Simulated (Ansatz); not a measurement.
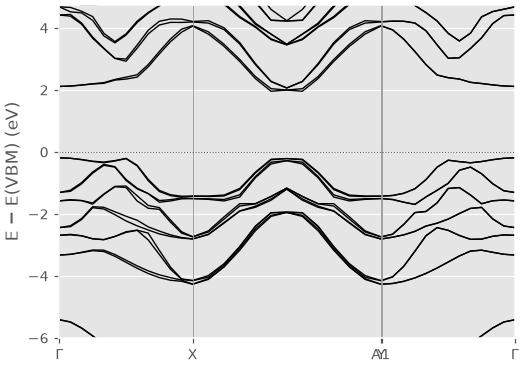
Fig. 1. Band structure from DFT-r²SCAN+D4 with spin–orbit coupling in the program Ansatz with PAW potentials

The gap is 1.72 eV; an edge lies off the plotted path or next to a special point (maximum off the standard path, minimum off the standard path).

The material is monolayer PbS (Aem2 in the vacuum cell, 4 atoms; Pb with 5 neighbours (square pyramidal), S with 5 neighbours (square pyramidal)).

The layer was cut from a bulk entry of the Materials Project (measured or hypothetical); whether that bulk phase is the ambient one, and whether the layer has been isolated, was not checked. Symmetry was held in the r²SCAN+D4 relaxation; its stability against distortions is not shown here.

Potentials: the later of the program's two PAW sets.
